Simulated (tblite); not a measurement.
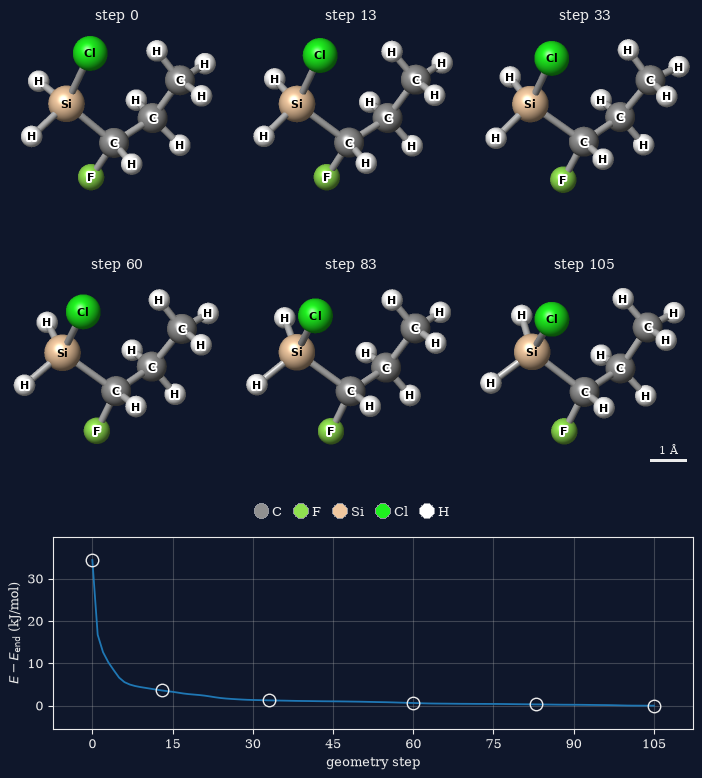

Frames of a relaxation of C₃H₈ClFSi, marked on the history of the run. Style: ball-and-stick. Shown at a tilt.

Computed with GFN2-xTB geometry optimisation, gas phase (tblite 0.8.0). 

**Describe the path.**

Over 105 geometry steps the energy falls by 34.4 kJ/mol. The atom that moves furthest after the best rigid fit is the Cl atom (0.62 Å). By element the largest moves are Cl 0.62 Å, H 0.60 Å, F 0.32 Å, C 0.14 Å, Si 0.08 Å. Near-neighbour distances that change, for instance: C–Si 1.842 → 1.928 Å, Cl–Si 2.077 → 2.014 Å, C–H 1.128 → 1.087 Å, C–C 1.491 → 1.525 Å. Among the angles between lasting bonds that change: H–Si–H 104.4° → 112.0°, C–Si–Cl 114.6° → 108.5°, C–C–H 105.8° → 110.1°. Groups turn about C–Si by about 30°. From step 0 to 13: the Cl atom moves most (0.13 Å), energy −30.8 kJ/mol. From step 13 to 33: the F atom moves most (0.17 Å), energy −2.34 kJ/mol. From step 33 to 60: an H atom moves most (0.18 Å), energy −0.62 kJ/mol. From step 60 to 83: an H atom moves most (0.17 Å), energy −0.33 kJ/mol. From step 83 to 105: H atoms move most (0.14 Å), energy −0.30 kJ/mol.
